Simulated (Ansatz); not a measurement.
# CH7BGeO2 (SMILES [CH3][GeH]([OH])[BH]O): what the fields show

Input

```
crystal:
  periodic: [false, false, false]
  atoms:
    - { symbol: C, position_ang: [-1.0368, -0.679, 1.1676] }
    - { symbol: Ge, position_ang: [0.5879, 0.0367, 0.4382] }
    - { symbol: O, position_ang: [1.7914, -1.2543, 0.4746] }
    - { symbol: B, position_ang: [0.3819, 0.6417, -1.4728] }
    - { symbol: O, position_ang: [-0.662, 1.6702, -1.7887] }
    - { symbol: H, position_ang: [-1.4272, -1.4805, 0.5461] }
    - { symbol: H, position_ang: [-1.8231, 0.1711, 1.126] }
    - { symbol: H, position_ang: [-0.8958, -0.941, 2.1992] }
    - { symbol: H, position_ang: [1.0728, 1.2613, 1.3316] }
    - { symbol: H, position_ang: [2.6669, -0.809, 0.2369] }
    - { symbol: H, position_ang: [0.9156, 0.1278, -2.3198] }
    - { symbol: H, position_ang: [-0.22161, 2.52712, -1.79115] }
basis:
  gaussian: { orbitals: def2-SVP }
hamiltonian:
  xc: { name: BHLYP }
  dispersion: d4
relax:
  f_tol: 0.015
  max_steps: 40
output:
  orbitals: {}
```

Command:

```sh
ansatz run input.yaml --threads 2 --pin off --max-ram 3072MiB --backend cpu --events-out ev --progress --plain --runs-dir out
```

The fields are those of the run's last geometry, not of the input's.

Method: RKS BHLYP-D4/def2-SVP in Ansatz.

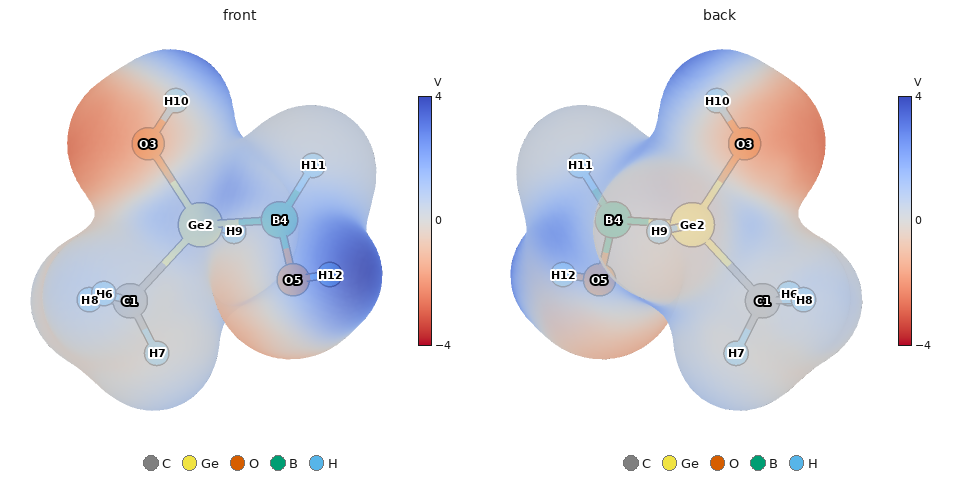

Figure 1. The molecular electrostatic potential painted on the density surface at 0.004 e/bohr³, seen from the front and from behind; red is negative and blue positive.

Question: Which sites attract a positive test charge, and which a negative one?

Answer: A positive charge is drawn to the negative regions and a negative charge to the positive ones. The most negative region (about −2.3 V) lies over O3, the most positive (about +3.8 V) over H12. O3 is the likeliest acceptor of a hydrogen bond.

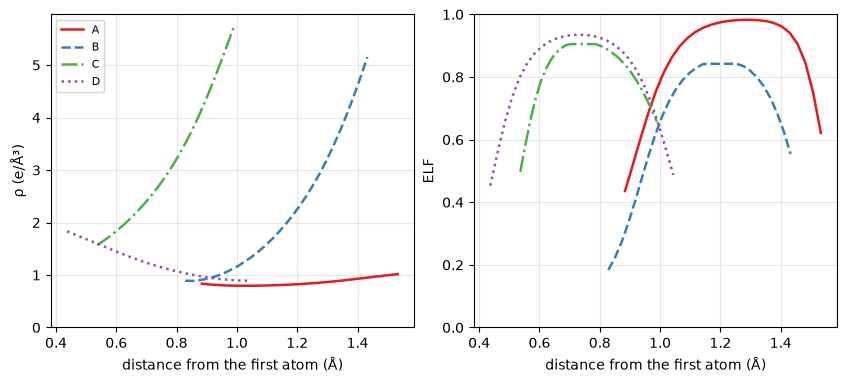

Figure 2. Electron density and electron localisation function along straight lines between neighbouring atoms. The curves leave out the atomic cores.

Question: Which curve belongs to which contact (B–O, C–Ge, Ge–B and Ge–O)? The first atom named is at distance zero.

Answer: Curve A: Ge–B (2.08 Å): ρ is about 0.8 e/Å³ halfway; the ELF peaks at about 1 in the valence shell of B, 0.8 Å from its nucleus, and is about 0.85 at the midpoint. Curve B: Ge–O (1.79 Å): ρ is about 0.92 e/Å³ halfway; the ELF peaks at about 0.85 in the valence shell of O, 0.6 Å from its nucleus, and is about 0.35 at the midpoint. Curve C: B–O (1.34 Å): the density is about 2.2 e/Å³ at the midpoint; the ELF peaks at about 0.90 between the atoms; a polar covalent bond. Curve D: C–Ge (1.94 Å): ρ at the midpoint is about 0.91 e/Å³; the ELF peaks at about 0.95 in the valence shell of C, 0.7 Å from its nucleus, and is about 0.70 at the midpoint.

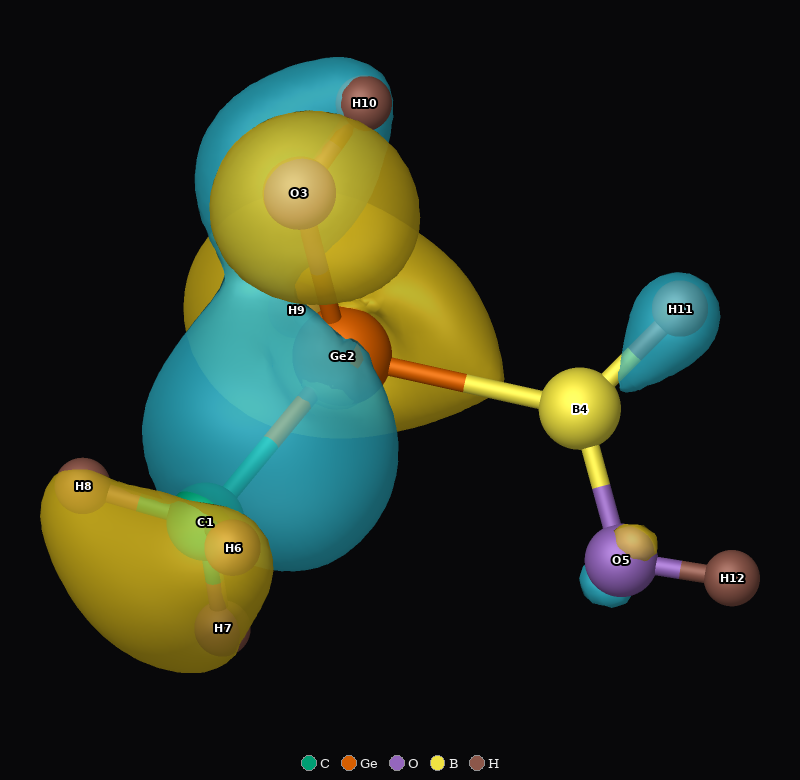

Figure 3. The HOMO−1 at ±0.1 Å⁻³ᐟ² (yellow and cyan are the two phases), seen across its widest extent.

Question: Where does this orbital lie, and at what energy?

Answer: By Hirshfeld shares it lies mainly on O3 (about 25 %), Ge2 (about 25 %), C1 (about 20 %) and H9 (about 15 %). Its energy is −9.36 eV.
